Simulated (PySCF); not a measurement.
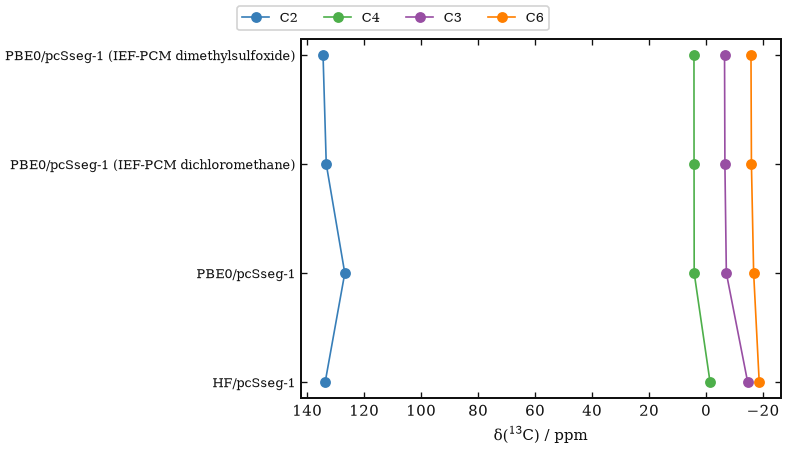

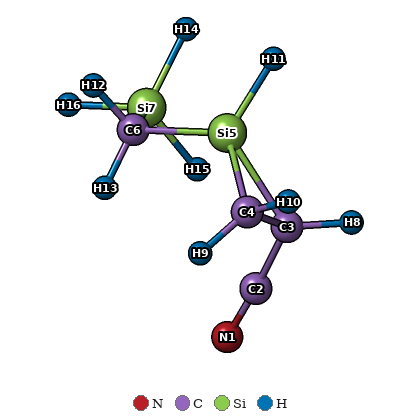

GIAO ¹³C shifts of C₄H₉NSi₂, SMILES N#C[C@@H]1C[Si@@H]1C[SiH3] at several levels, one geometry, PySCF 2.14.0, at a PBE0-D3(BJ)/def2-SVP geometry (no frequency check); values of one conformer, averaged over methyl-type rotors and exact or near symmetry; other conformers aren't averaged in; each against TMS at the same level.

Q: How much does each signal move over these levels?

A:
```tsv
atoms	lowest	highest	spread (ppm)
C2	126.8	134.4	7.6
C4	−1.4	4.3	5.7
C3	−14.6	−6.5	8.1
C6	−18.6	−15.8	2.9
```

Q: Do all levels give the signals in the same order?

A: Yes, the order of the signals is the same at every level.
